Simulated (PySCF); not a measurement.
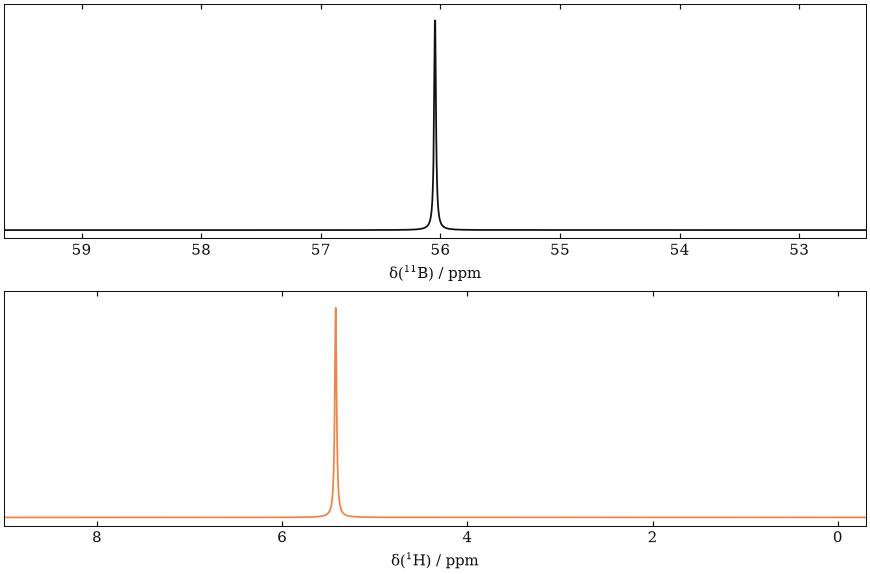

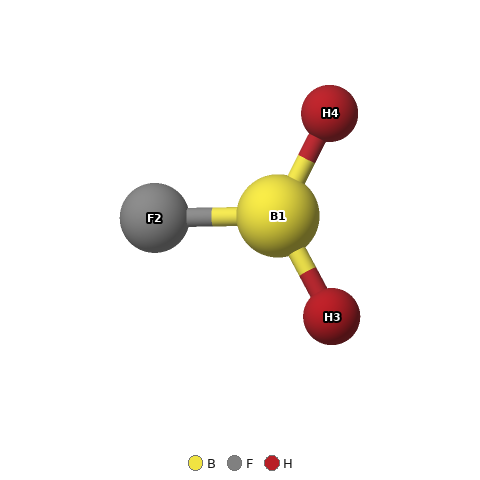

Spectrum and numbered structure of BH₂F, SMILES BF. GIAO shifts, PBE0/pcSseg-1 (IEF-PCM water) in PySCF 2.14.0, at a PBE0-D3(BJ)/def2-SVP geometry (no frequency check), against BF₃.OEt₂ for ¹¹B and TMS for ¹H computed at the same level. fully decoupled, line heights follow the number of nuclei, widths are arbitrary (no quadrupolar broadening); values of one conformer, averaged over methyl-type rotors and exact or near symmetry.

> Where does the ¹¹B line lie?

At 56.0 ppm (B1).

> Where does the ¹H line lie?

At 5.42 ppm (H3 and H4).
